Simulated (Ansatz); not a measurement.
**BH₄N: density, localisation and related maps**

```xyz
6

B    -0.1345   -0.6809   -0.0248
N     0.1519    0.6747    0.0098
H     0.2214   -1.3712    0.8843
H    -0.7297   -1.1230   -0.9627
H    -0.1160    1.3178   -0.7193
H     0.6490    1.1186    0.7666
```

The calculation used RKS PBE0-D4/def2-mTZVP (Ansatz 0.2.0).

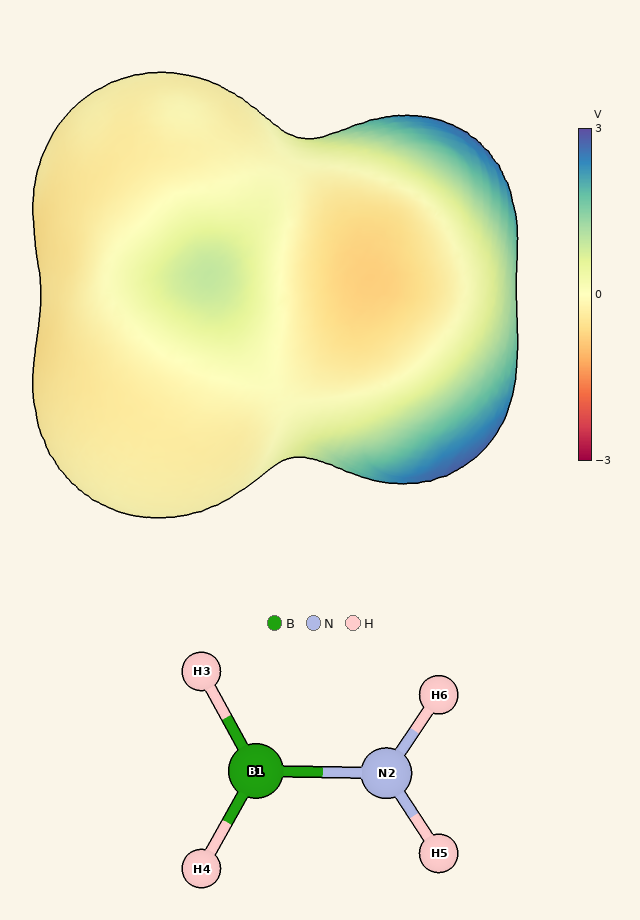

Figure 1. The electrostatic potential painted on the density surface at 0.004 e/bohr³, seen across its widest extent; the colour scale runs from red (negative) to blue (positive). The bare structure is drawn below in the same view.

**Which sites attract a positive test charge, and which a negative one?**

A positive charge is drawn to the negative regions and a negative charge to the positive ones. The most negative region (about −0.8 V) lies over N2, the most positive (about +2.8 V) over H5 and H6.

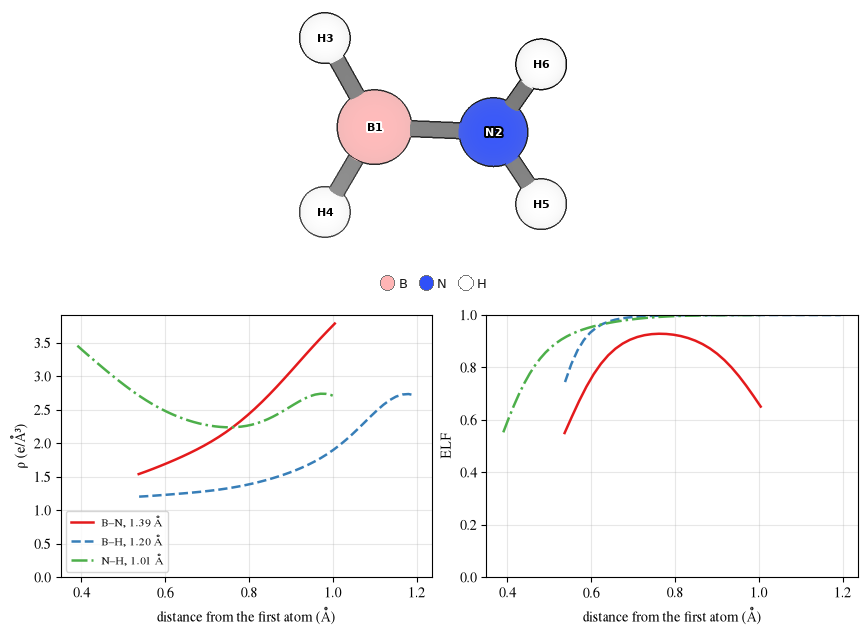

Figure 2. Total electron density and electron localisation function along straight lines between neighbouring atoms. The curves leave out the atomic cores. The structure is drawn too.

**Compare the contacts.**

B–N (1.39 Å): ρ is about 2 e/Å³ halfway; the ELF peaks at about 0.95 between the atoms: a polar covalent bond.
B–H (1.20 Å): ρ at the midpoint is about 1.2 e/Å³; the ELF climbs to about 1 towards the hydrogen, as it does in any bond to H (an ordinary covalent bond to hydrogen).
N–H (1.01 Å): the density is about 2.9 e/Å³ at the midpoint; the ELF climbs to about 1 towards the hydrogen (a covalent bond by its length).

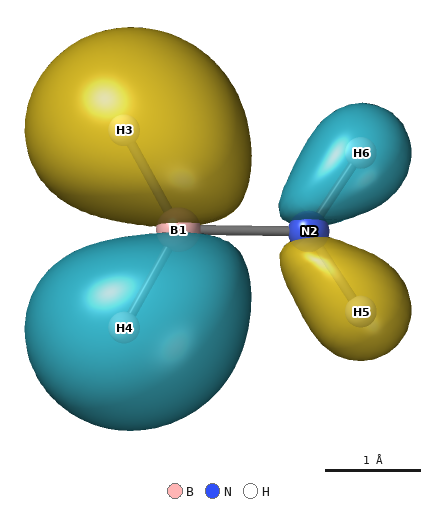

Figure 3. The HOMO−1 at ±0.1 Å⁻³ᐟ² (yellow and cyan are the two phases), seen across its widest extent.

**What is the character of this orbital?**

By Hirshfeld shares it lies mainly on B1 (about 40 %), H3 (about 25 %), H4 (about 25 %) and N2 (about 5 %); it is symmetric in the molecular plane (an in-plane orbital: σ, lone-pair or in-plane π type). Its energy is −8.99 eV.
